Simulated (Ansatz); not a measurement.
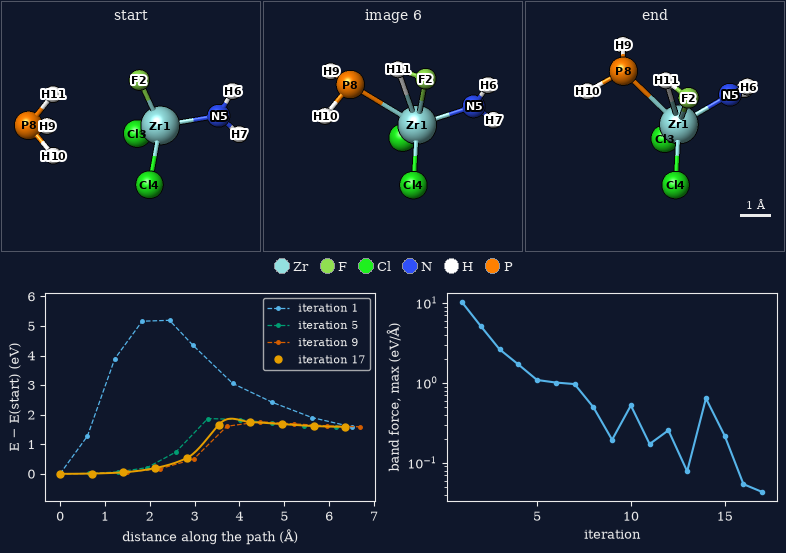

A search for the minimum-energy path of ZrPNH₅Cl₂F, made up at the start of ZrNH$_{2}$Cl$_{2}$F and PH3 by the nudged elastic band. Images are numbered from 0 (start) to 9 (end). The plot follows the band through its iterations. The picture is a ball-and-stick view, seen at a tilt.

The calculation used Ansatz, RKS B3LYP/def2-SVP. Settings: 8 movable images; no climbing image; force threshold 0.05 eV/Å; iteration limit 60; starting path through a guess of the saddle point.

Q: Did the band converge, and can the barrier be trusted?

A: The run is converged, with reservations. The band converged in 17 iterations. The largest component of the band force went from 10 to 0.043 eV/Å. No image climbed, so the highest image needn't lie on the saddle point, and the true maximum along this path can be higher. The first iteration put the highest image at 5.19 eV. The energy climbs by 1.75 eV to image 6 and then falls by 0.16 eV, so the end point sits at +1.59 eV.

Limits of the set-up: the start holds two separate molecules, 3.0 Å apart at their closest, whose relative position is a soft coordinate and is computed without a dispersion correction.
